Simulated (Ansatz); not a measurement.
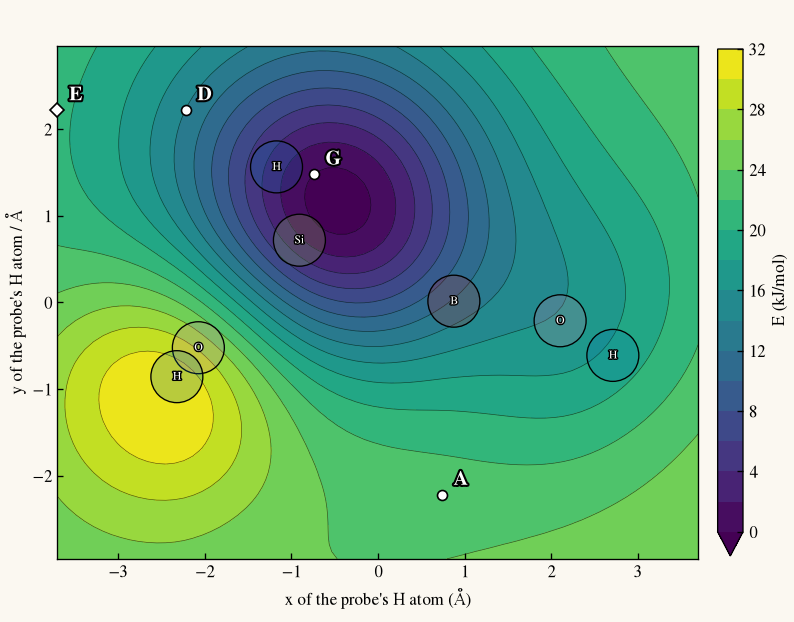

BH₃O₂Si (SMILES OB=[SiH]O) with the probe HF. The probe is moved over a plane parallel to the molecule's main plane, 2.99 Å above it. First axis: x of the probe's H atom. Second axis: y of the probe's H atom. Nothing is relaxed (molecule and probe rigid, the probe upright with H nearest the plane). The grid has 11 × 9 points. Points are written as (first, second). All energies are given in kJ/mol relative to the lowest grid point. Method: RKS PBE0-D4/def2-SVPD (Ansatz).

Drawn: filled contours, labelled circles for the molecule's atoms, projected on the plane, lettered points. Between grid points the surface is interpolated.

### Is A the lowest point of the computed grid?

No. A lies 23.1 kJ/mol above the lowest grid point, which is at (−0.74 Å, 1.48 Å).

### Rank the lettered points by energy, lowest first.

G (0.0 kJ/mol), D (14.0 kJ/mol), E (20.4 kJ/mol), A (23.1 kJ/mol).
